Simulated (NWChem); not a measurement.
# C2H3NO2 (SMILES [H]/N=C\OC=O) at 5 levels

Aim: a comparison of 5 runs (HF/STO-3G, HF/3-21G, TPSSh/3-21G, B3LYP/6-31G*) of C2H3NO2. 

Program for the calculation: NWChem 7.3.0.

## 1. The structure to begin with

C2H3NO2: 8 atoms, total charge 0, spin state singlet. SMILES: `[H]/N=C\OC=O`. Geometry: relaxed at GFN2-xTB. This is one conformer, not always the lowest.

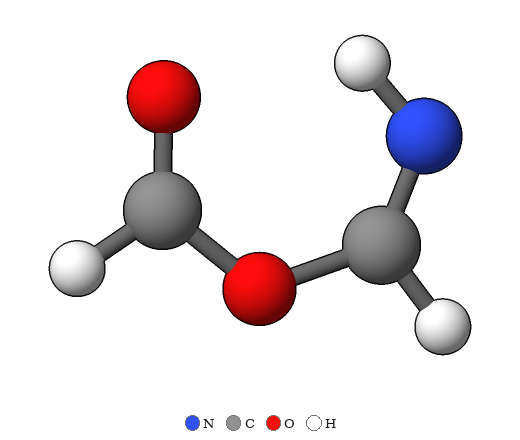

The structure, seen from a chosen angle (nitrogen blue, carbon grey, oxygen red, hydrogen white).

## 2. Energy and forces at HF/STO-3G (run 1)

The input, c2h3no2.nw:

```
start c2h3no2
memory 2200 mb
charge 0

geometry units bohr noautosym nocenter noautoz
   N    0.29988064   2.12280494   2.31132402
   C    1.66783448   1.15437700   0.68457219
   O    1.14224496  -0.64091951  -1.16240833
   C   -1.14885900  -1.65090254  -1.44985457
   O   -3.01010695  -1.20681690  -0.26049875
   H   -1.53661190   1.55868390   2.36858272
   H    3.64395889   1.68108146   0.53148547
   H   -1.05832222  -3.01828946  -3.02320275
end

basis spherical bse
   * library STO-3G
end

scf
   thresh 1e-08
   maxiter 80
   print low
end

task scf gradient
```

Command:

```sh
$ nwchem c2h3no2.nw > c2h3no2.out
```

The log of the run:

```text
[...]
  functions       =    28
[...]
  wavefunction    = RHF
[...]
         Total SCF energy =   -277.907505158200
      One-electron energy =   -713.677023069306
      Two-electron energy =    268.349001554848
 Nuclear repulsion energy =    167.420516356257
        Time for solution =      1.5s
[...]
                         RHF ENERGY GRADIENTS
    atom               coordinates                        gradient
                 x          y          z           x          y          z
   1 N       0.299881   2.122805   2.311324    0.006423  -0.039695  -0.047815
   2 C       1.667834   1.154377   0.684572   -0.016262   0.020864   0.030197
   3 O       1.142245  -0.640920  -1.162408   -0.058378  -0.014006   0.005935
   4 C      -1.148859  -1.650903  -1.449855    0.011709   0.033401   0.033161
   5 O      -3.010107  -1.206817  -0.260499    0.043252  -0.014303  -0.032201
   6 H      -1.536612   1.558684   2.368583    0.021800   0.014019   0.007754
   7 H       3.643959   1.681081   0.531485   -0.008424  -0.001999   0.000909
   8 H      -1.058322  -3.018289  -3.023203   -0.000119   0.001719   0.002061
 Task  times  cpu:        1.8s     wall:        1.8s
 Total times  cpu:        1.8s     wall:        1.8s
```

It took 2.3 s on 1 thread of Intel Xeon Platinum 8488C (Sapphire Rapids), shared host; peak memory 0.099 GiB.

## 3. Energy and gradient at HF/3-21G (run 2)

The input, c2h3no2.nw:

```
start c2h3no2
memory total 2200 mb
charge 0
geometry units angstroms noautosym nocenter noautoz
  N        0.158690       1.123340       1.223100
  C        0.882580       0.610870       0.362260
  O        0.604450      -0.339160      -0.615120
  C       -0.607950      -0.873620      -0.767230
  O       -1.592880      -0.638620      -0.137850
  H       -0.813140       0.824820       1.253400
  H        1.928300       0.889590       0.281250
  H       -0.560040      -1.597210      -1.599810
end
basis spherical bse
  N library 3-21G
  C library 3-21G
  O library 3-21G
  H library 3-21G
end
scf
  thresh 1e-08
  maxiter 80
end
task scf gradient
```

Command:

```sh
$ nwchem c2h3no2.nw > c2h3no2.out
```

The log of the run:

```text
[...]
  functions       =    51
[...]
  wavefunction    = RHF
[...]
         Total SCF energy =   -280.055370825932
      One-electron energy =   -713.982517307002
      Two-electron energy =    266.506618177110
 Nuclear repulsion energy =    167.420528303960
        Time for solution =      1.7s
[...]
                         RHF ENERGY GRADIENTS
    atom               coordinates                        gradient
                 x          y          z           x          y          z
   1 N       0.299881   2.122805   2.311324    0.016950   0.005506  -0.000334
   2 C       1.667834   1.154377   0.684572   -0.036803  -0.020387  -0.009080
   3 O       1.142245  -0.640919  -1.162408   -0.000656  -0.005745  -0.006430
   4 C      -1.148859  -1.650902  -1.449854    0.005560   0.036862   0.039639
   5 O      -3.010107  -1.206817  -0.260499    0.007049  -0.007238  -0.010922
   6 H      -1.536612   1.558684   2.368583   -0.005971  -0.003067  -0.001066
   7 H       3.643959   1.681081   0.531485    0.011306   0.005673   0.002144
   8 H      -1.058322  -3.018289  -3.023203    0.002564  -0.011604  -0.013951
[...]
```

Wall time 2.5 s (1 thread of Intel Xeon Platinum 8488C (Sapphire Rapids), shared host); peak memory 0.1 GiB.

Runs 3 to 4 aren't shown in full; the table further down has their settings and results.

## 4. Energy and forces at B3LYP/6-31G(d) (Cartesian functions) (run 5)

The input, c2h3no2.nw:

```
start c2h3no2
memory stack 880 mb heap 220 mb global 1100 mb
geometry noautosym nocenter noautoz
  N      0.158690     1.123340     1.223100
  C      0.882580     0.610870     0.362260
  O      0.604450    -0.339160    -0.615120
  C     -0.607950    -0.873620    -0.767230
  O     -1.592880    -0.638620    -0.137850
  H     -0.813140     0.824820     1.253400
  H      1.928300     0.889590     0.281250
  H     -0.560040    -1.597210    -1.599810
end
basis "ao basis" cartesian
  * library 6-31G*
end
dft
  xc b3lyp
  grid xfine
  convergence energy 1e-08
  maxiter 100
  mulliken
end
task dft gradient
```

Command:

```sh
$ nwchem c2h3no2.nw > c2h3no2.out
```

The log of the run:

```text
[...]
          Wavefunction type:  closed shell.
          No. of atoms     :     8
          No. of electrons :    38
[...]
          Charge           :     0
          Spin multiplicity:     1
[...]
          AO basis - number of functions:    81
[...]
              XC Information
              --------------
                         B3LYP Method XC Potential
                     Hartree-Fock (Exact) Exchange  0.200
                        Slater Exchange Functional  0.800 local
                    Becke 1988 Exchange Functional  0.720 non-local
              Lee-Yang-Parr Correlation Functional  0.810
                  VWN I RPA Correlation Functional  0.190 local
[...]
 d= 0,ls=0.0,diis     1   -283.0072554887 -4.50D+02  2.54D-02  1.63D+00     2.9
[...]
 d= 0,ls=0.0,diis    11   -283.1908934052 -3.27D-09  5.95D-07  3.69D-09    28.8
         Total DFT energy =     -283.190893405189
      One electron energy =     -717.100002964484
           Coulomb energy =      302.526172133094
    Exchange-Corr. energy =      -36.037590877758
 Nuclear repulsion energy =      167.420528303960
[...]
      Total Density - Mulliken Population Analysis
     ---------------------------------------------
    Atom       Charge   Shell Charges
 -----------   ------   -------------------------------------------------------
    1 N    7     7.51   1.99  0.81  2.44  0.90  1.36  0.00
    2 C    6     5.76   1.99  0.73  1.99  0.37  0.63  0.05
    3 O    8     8.39   1.99  0.91  2.94  0.92  1.61  0.02
    4 C    6     5.61   1.99  0.73  1.95  0.35  0.50  0.09
    5 O    8     8.39   1.99  0.91  2.88  1.00  1.60  0.00
    6 H    1     0.66   0.50  0.16
    7 H    1     0.83   0.53  0.29
    8 H    1     0.85   0.53  0.32
[...]
  wavefunction    = closed shell
                         DFT ENERGY GRADIENTS
    atom               coordinates                        gradient
                 x          y          z           x          y          z
   1 N       0.299881   2.122805   2.311324    0.014280  -0.016638  -0.024569
   2 C       1.667834   1.154377   0.684572   -0.013661   0.001980   0.007641
   3 O       1.142245  -0.640919  -1.162408   -0.015844  -0.000784   0.004906
   4 C      -1.148859  -1.650902  -1.449854   -0.001157   0.015379   0.017834
   5 O      -3.010107  -1.206817  -0.260499    0.019479  -0.004809  -0.012730
   6 H      -1.536612   1.558684   2.368583   -0.000357   0.003757   0.004535
   7 H       3.643959   1.681081   0.531485   -0.003147   0.001861   0.003319
   8 H      -1.058322  -3.018289  -3.023203    0.000407  -0.000747  -0.000935
[...]
```

It took 35 s on 1 thread of Intel Xeon Platinum 8488C (Sapphire Rapids), shared host; peak memory 0.14 GiB.

## 5. Overview of the runs

```
run                               level  iteration cap  module  energy (Eh)  largest force (eV/Å)  wall time
  1                           HF/STO-3G             80     scf  -277.907505                 3.213      2.3 s
  2                            HF/3-21G             80     scf  -280.055371                 2.798      2.5 s
  3                         TPSSh/3-21G            100     dft  -281.622163                 3.409       24 s
  4  B3LYP/6-31G* (spherical functions)            100     dft  -283.185543                 1.713       32 s
  5  B3LYP/6-31G* (Cartesian functions)            100     dft  -283.190893                 1.693       35 s
```

## 6. Outcome

| quantity | value |
| --- | --- |
| run 5: total energy | -283.19089 Eh |
| run 5: dipole moment | 2.23 D |
| run 5: HOMO energy | -7.49 eV |
| run 5: LUMO energy | -0.98 eV |
| run 5: HOMO–LUMO gap | 6.51 eV |
| run 5: largest force on an atom | 1.693 eV/Å |

Over runs 2, 3, 4, 5 the dipole moment (its size) runs from 2.02 D (TPSSh/3-21G) to 2.57 D (HF/3-21G). Over runs 2, 3, 4, 5 the HOMO–LUMO gap runs from 5.48 eV (TPSSh/3-21G) to 15.39 eV (HF/3-21G). Exact exchange widens orbital gaps. Totals of different functionals can't be ranked against each other. In run 1 the basis is minimal, so the values are rough. All runs together took 96 s, the longest 35 s.
